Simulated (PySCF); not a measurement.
# What a change does: NMR shielding calculation on C$_{2}$H$_{5}$BFNS$_{2}$

System: C$_{2}$H$_{5}$BFNS$_{2}$.
Method of run 1: GIAO PBE0/pcSseg-1 NMR shielding, non-relativistic, gas phase (PySCF 2.14.0).

The geometry comes from this level: GFN2-xTB, MD frame at 250 fs, 400 K. Text and figures count atoms from 1; the logs count them from 0 in places.

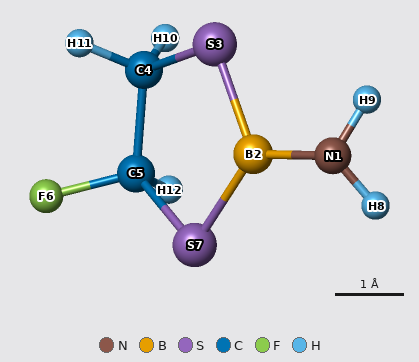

Figure 1. The structure as given in the input (ball-and-stick view, seen at a tilt; atoms are numbered from 1 in the order of the input).

Input file, run 1:
```
{"job": {"kind": "nmr", "xc": "PBE0", "basis": "pcSseg-1", "pop": false}, "charge": 0, "multiplicity": 1}
N      2.506000    -0.629400     0.792200
B      1.090000    -0.248000     0.520400
S      0.811800     0.489400    -1.071500
C     -0.997600     0.340600    -1.207600
C     -1.613600    -0.218000     0.102900
F     -2.606200     0.630700     0.520400
S     -0.429800    -0.541300     1.474100
H      2.731900    -1.356900     1.393500
H      2.984700    -0.769300    -0.046000
H     -1.313900    -0.233900    -2.031800
H     -1.258100     1.397600    -1.318100
H     -2.029600    -1.190200    -0.114400
```

The first line tells a small driver script what to run in PySCF; the rest is the geometry in Å.

Launched with:
```bash
OMP_NUM_THREADS=1 python <driver script> task.json out
```

Hardware: 1 CPU thread, shared host.

Output (run 1):
```
coarse grid: 11760 points
cycle   1  E = -1054.3847453652  dE =  9.896e-01  |g| = 5.884e-01  |ddm| = 3.246e+00
cycle   2  E = -1054.3117262942  dE =  7.302e-02  |g| = 8.809e-01  |ddm| = 9.667e-01
cycle   3  E = -1054.4525938951  dE = -1.409e-01  |g| = 6.470e-02  |ddm| = 5.925e-01
cycle   4  E = -1054.4535237186  dE = -9.298e-04  |g| = 2.760e-02  |ddm| = 9.188e-02
cycle   5  E = -1054.4536944103  dE = -1.707e-04  |g| = 6.620e-03  |ddm| = 2.996e-02
cycle   6  E = -1054.4537043977  dE = -9.987e-06  |g| = 2.605e-03  |ddm| = 9.226e-03
final grid: 106576 points
cycle   7  E = -1054.5023245234  dE = -2.514e-05  |g| = 1.197e-02  |ddm| = 2.996e-02
cycle   8  E = -1054.5022934895  dE =  3.103e-05  |g| = 1.657e-02  |ddm| = 2.388e-02
cycle   9  E = -1054.5023574314  dE = -6.394e-05  |g| = 1.030e-03  |ddm| = 1.439e-02
cycle  10  E = -1054.5023576418  dE = -2.104e-07  |g| = 2.969e-04  |ddm| = 1.113e-03
cycle  11  E = -1054.5023576592  dE = -1.740e-08  |g| = 8.591e-05  |ddm| = 2.632e-04
cycle  12  E = -1054.5023576606  dE = -1.364e-09  |g| = 2.369e-05  |ddm| = 6.842e-05
cycle  13  E = -1054.5023576607  dE = -1.169e-10  |g| = 8.448e-06  |ddm| = 2.579e-05
converged SCF energy = -1054.5023576607

GIAO shielding tensors (ppm)
atom      isotropic    diamagn.    paramagn.     s11        s22        s33       span
  0 N      196.564     314.311    -117.747    125.498    223.098    241.095    115.598
  1 B       49.396     194.954    -145.558     26.318     33.992     87.879     61.561
  2 S      499.121    1058.765    -559.644    336.981    467.306    693.077    356.096
  3 C      144.187     252.375    -108.188     98.576    154.223    179.763     81.186
  4 C       71.836     245.699    -173.863     15.715     78.316    121.478    105.763
  5 F      328.828     471.354    -142.526    271.183    348.511    366.790     95.607
  6 S      445.383    1056.886    -611.503    286.755    492.845    556.548    269.793
  7 H       30.051      30.886      -0.835     24.177     25.886     40.090     15.914
  8 H       30.052      31.943      -1.890     23.105     29.079     37.973     14.868
  9 H       29.067      31.095      -2.028     23.917     27.924     35.360     11.442
 10 H       27.485      30.183      -2.698     21.951     26.354     34.148     12.197
 11 H       24.898      29.865      -4.967     22.583     23.842     28.269      5.686
```

The input of run 2 differs as follows (lines with − go, lines with + come):
```diff
-N      2.506000    -0.629400     0.792200
-B      1.090000    -0.248000     0.520400
-S      0.811800     0.489400    -1.071500
-C     -0.997600     0.340600    -1.207600
-C     -1.613600    -0.218000     0.102900
-F     -2.606200     0.630700     0.520400
-S     -0.429800    -0.541300     1.474100
-H      2.731900    -1.356900     1.393500
-H      2.984700    -0.769300    -0.046000
-H     -1.313900    -0.233900    -2.031800
-H     -1.258100     1.397600    -1.318100
-H     -2.029600    -1.190200    -0.114400
+N      1.830800     0.323900     1.874400
+B      0.877700     0.089700     0.941100
+S      1.077500     0.104100    -0.914500
+C     -0.531300    -0.812600    -1.241200
+C     -1.587300    -0.322700    -0.237000
+F     -2.037100     0.910800    -0.630800
+S     -0.851500    -0.385800     1.432600
+H      1.515500     0.195200     2.788900
+H      2.688900     0.783600     1.720300
+H     -0.158300    -1.778700    -1.039400
+H     -0.550700    -0.486700    -2.360000
+H     -2.360000    -0.984200    -0.071100
```

Predict how the results change.

With the same method and basis, run 2 lies 0.7 kcal/mol higher. The HOMO goes from −7.01 to −6.87 eV. The LUMO goes from −0.52 to −0.17 eV. The dipole moment goes from 2.72 to 2.09 D. Of all shieldings, the largest change is that of F6, by +33.1 ppm. The SCF takes 14 iterations against 13.

Output (run 2):
```
coarse grid: 11760 points
cycle   1  E = -1054.3845504643  dE =  9.944e-01  |g| = 5.783e-01  |ddm| = 3.243e+00
cycle   2  E = -1054.3279030434  dE =  5.665e-02  |g| = 8.294e-01  |ddm| = 9.577e-01
cycle   3  E = -1054.4499806703  dE = -1.221e-01  |g| = 7.804e-02  |ddm| = 5.784e-01
cycle   4  E = -1054.4513052795  dE = -1.325e-03  |g| = 2.995e-02  |ddm| = 1.010e-01
cycle   5  E = -1054.4514989829  dE = -1.937e-04  |g| = 8.251e-03  |ddm| = 3.077e-02
cycle   6  E = -1054.4515148499  dE = -1.587e-05  |g| = 2.807e-03  |ddm| = 1.006e-02
cycle   7  E = -1054.4515166020  dE = -1.752e-06  |g| = 3.883e-04  |ddm| = 3.058e-03
final grid: 106576 points
cycle   8  E = -1054.5012842497  dE = -3.109e-05  |g| = 9.716e-03  |ddm| = 2.728e-02
cycle   9  E = -1054.5012626021  dE =  2.165e-05  |g| = 1.371e-02  |ddm| = 1.939e-02
cycle  10  E = -1054.5013060723  dE = -4.347e-05  |g| = 8.051e-04  |ddm| = 1.164e-02
cycle  11  E = -1054.5013061983  dE = -1.260e-07  |g| = 3.229e-04  |ddm| = 1.022e-03
cycle  12  E = -1054.5013062203  dE = -2.201e-08  |g| = 8.222e-05  |ddm| = 3.102e-04
cycle  13  E = -1054.5013062217  dE = -1.339e-09  |g| = 2.001e-05  |ddm| = 7.522e-05
cycle  14  E = -1054.5013062217  dE = -8.868e-11  |g| = 6.894e-06  |ddm| = 2.545e-05
converged SCF energy = -1054.5013062217

GIAO shielding tensors (ppm)
atom      isotropic    diamagn.    paramagn.     s11        s22        s33       span
  0 N      188.146     316.178    -128.032    106.255    225.947    232.235    125.979
  1 B       54.241     196.505    -142.264     21.561     57.179     83.982     62.422
  2 S      495.278    1058.414    -563.137    357.025    484.812    643.995    286.970
  3 C      138.565     253.048    -114.483     97.627    132.996    185.072     87.445
  4 C       82.605     243.305    -160.700     39.133     85.858    122.824     83.692
  5 F      361.961     474.099    -112.138    290.010    359.458    436.414    146.403
  6 S      422.498    1058.290    -635.792    306.606    366.799    594.090    287.484
  7 H       28.544      30.398      -1.854     21.111     27.561     36.961     15.850
  8 H       28.236      29.934      -1.697     22.404     24.907     37.397     14.992
  9 H       28.325      31.389      -3.064     21.554     28.327     35.094     13.539
 10 H       25.911      27.686      -1.775     19.151     24.478     34.105     14.954
 11 H       26.130      30.311      -4.182     21.907     25.441     31.041      9.134
```

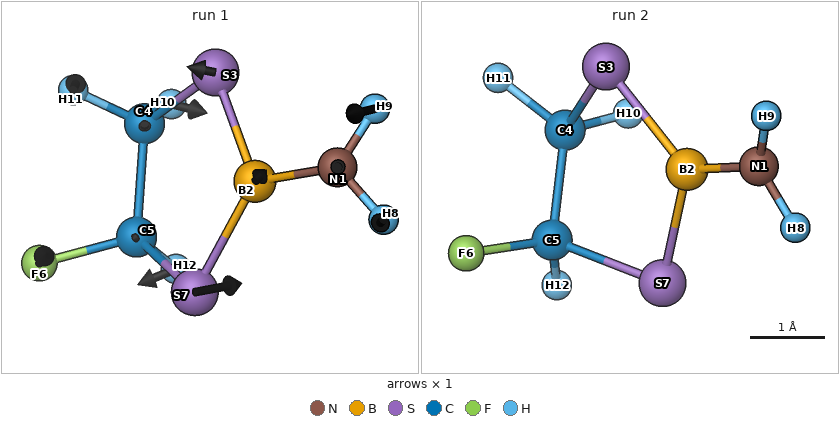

Figure 2. The two input geometries at one scale (ball-and-stick view, seen at a tilt). The black arrows on the first give the shifts of the atoms after the best rigid fit, at true length. S7 moves most after the best rigid fit: 0.88 Å. Largest moves by element: S 0.88 Å, F 0.82 Å, H 0.81 Å, B 0.30 Å, N 0.23 Å, C 0.16 Å. Among the contacts that change: N1–B2 1.491 → 1.354 Å, B2–S3 1.776 → 1.866 Å, C4–H11 1.094 → 1.165 Å, S3–C4 1.821 → 1.880 Å.

The two runs side by side:

| quantity | run 1 | run 2 |
| --- | --- | --- |
| outcome | converged | converged |
| total energy (hartree) | −1054.502358 | −1054.501306 |
| HOMO (eV) | −7.01 | −6.87 |
| LUMO (eV) | −0.52 | −0.17 |
| dipole moment (D) | 2.72 | 2.09 |
| shielding of N1 (ppm) | 196.6 | 188.1 |
| shielding of B2 (ppm) | 49.4 | 54.2 |
| shielding of S3 (ppm) | 499.1 | 495.3 |
| shielding of C4 (ppm) | 144.2 | 138.6 |
| shielding of C5 (ppm) | 71.8 | 82.6 |
| shielding of F6 (ppm) | 328.8 | 362.0 |
| shielding of S7 (ppm) | 445.4 | 422.5 |
| SCF iterations | 13 | 14 |
| basis functions | 158 | 158 |
| wall time (shared host) | 51 s | 43 s |
